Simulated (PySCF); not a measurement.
System: C₅H₁₀N (doublet).

The calculation's input:

```
{"job": {"kind": "epr", "basis": "pcH-1"}, "charge": 0, "multiplicity": 2}
C      2.182513    -0.128263    -0.291344
C      1.355698     0.058346     0.969195
C      0.078803     0.242246     1.088078
C     -1.187441     0.388662     0.358282
C     -1.768033    -0.990438     0.029587
N     -1.062594     1.165467    -0.878148
H      2.897121     0.688958    -0.384942
H      2.738792    -1.061799    -0.224259
H      1.558238    -0.157648    -1.180076
H      1.965137     0.021811     1.869108
H     -1.909730     0.933069     0.983905
H     -2.694081    -0.869622    -0.525358
H     -1.965215    -1.541487     0.944641
H     -1.064686    -1.558452    -0.575390
H     -0.722596     2.100159    -0.682734
H     -0.409526     0.717936    -1.511956
```

Run with:

```sh
OMP_NUM_THREADS=1 python probes_run.py task.json out
```

Geometry: GFN2-xTB.

The calculation used UKS B3LYP, pcH-1 on C H N, non-relativistic, mean-field spin-orbit, GIAO in PySCF 2.14.0, density-fitted response routines.

### What will maps of the electron density, electron localisation function and spin density show?

C–C (1.30 Å): ρ is about 2.4 e/Å³ halfway; the ELF peaks at about 0.90 between the atoms; a short, multiple covalent bond.
C–C (1.47 Å): ρ at the midpoint is about 1.8 e/Å³; the ELF peaks at about 0.95 between the atoms; localised, covalent bonding.
C–H (1.09 Å): the density is about 2 e/Å³ at the midpoint; the ELF climbs to about 1 towards the hydrogen, as it does in any bond to H: a covalent bond by its length.
The unpaired spin (1 electron) lies mostly on C3 (about 0.7), in electrons by Hirshfeld's partition.

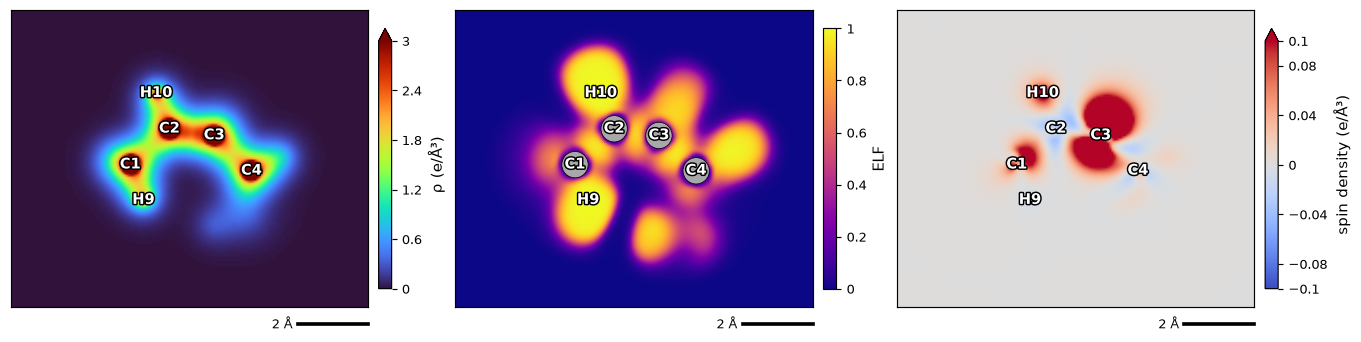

Computed electron density, electron localisation function and spin density on the plane of atoms C3, C2 and H10, in this order. Grey discs cover the atomic cores in the ELF map. 
